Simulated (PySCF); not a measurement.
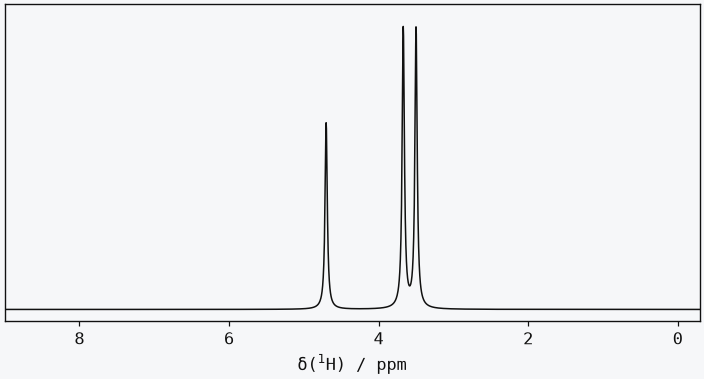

GIAO shifts, PBE0/pcSseg-1 (IEF-PCM dichloromethane) in PySCF 2.14.0, at a PBE0-D3(BJ)/def2-SVP geometry (no frequency check), against TMS for ¹H computed at the same level. fully decoupled, line heights follow the number of nuclei, widths are arbitrary (no quadrupolar broadening); values of one conformer, averaged over nuclei that symmetry or rotation about single bonds exchange, these motions taken as fast; other conformers aren't averaged in.

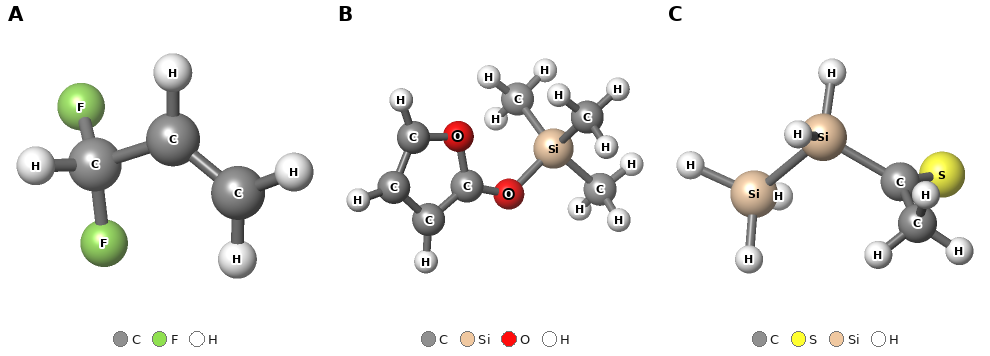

Which structure fits the spectrum? Choose among the lettered structures.

Answer. Structure C, C₂H₈SSi₂, SMILES CC(=S)[SiH2][SiH3]. Its ¹H signals: 4.70 (2 H), 3.67 (3 H), 3.50 (3 H) ppm.
